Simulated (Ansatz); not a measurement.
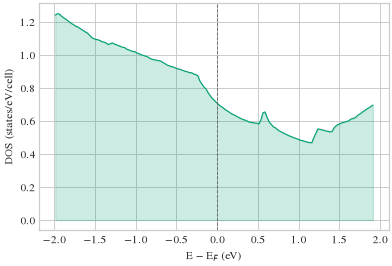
Figure: Density of states of NaBi (P4/mmm) near the Fermi level, PBEsol, rigid bands (Ansatz, a first-principles code).

Question: With 2 atoms a cell, what bare Sommerfeld coefficient γ = (π²/3) k_B² N(E_F) follows?

Answer: N(E_F) ≈ 0.71 states/eV a cell at 300 K, so γ ≈ 0.84 mJ/(mol of atoms·K²), before many-body enhancement (phonons, spin fluctuations, correlation).

Question: How far does the Fermi level move in a rigid band for 0.1 electron a cell added or removed?

Answer: 147 meV and -134 meV.

A metal at this level (no band gap); rigid bands, thermally averaged at 300 K, both spins. Spin-orbit coupling is left out, which matters with elements this heavy. Geometry: cell and atoms relaxed with PBEsol.

Computed structure with no diffraction record at hand here (it may be known, metastable or hypothetical): NaBi (P4/mmm).
